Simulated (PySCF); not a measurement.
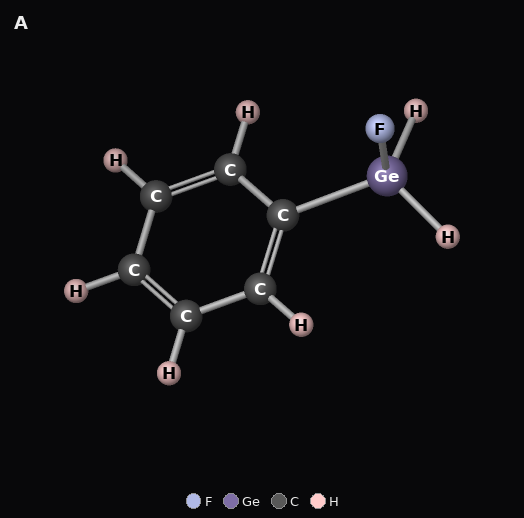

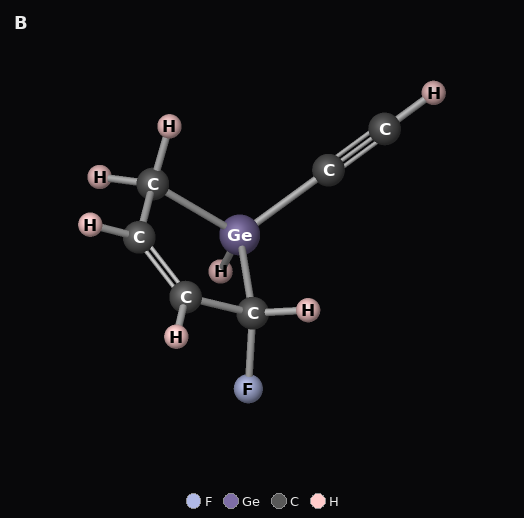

2 stationary structures of one formula. Geometries: GFN2-xTB. Electronic energies: PBE0/def2-SVPD (PySCF 2.14.0), without zero-point energy. No frequency run is at hand to confirm each as a minimum. Each is one conformer, not always the lowest.

Are they conformers, stereoisomers or constitutional isomers?

They are constitutional isomers of C6H7FGe: A `[F][GeH2][c]1ccccc1`, B `C#[C][Ge@@H]1[CH2]C=C[C@H]1F`.

Which structure is the most stable?

A is lowest; B lies 81.7 kcal/mol above it.

The geometry is semi-empirical. Around Ge such bond lengths and angles can be off by a tenth of an ångström or more and by several degrees, and values that hang on the shape move with them.
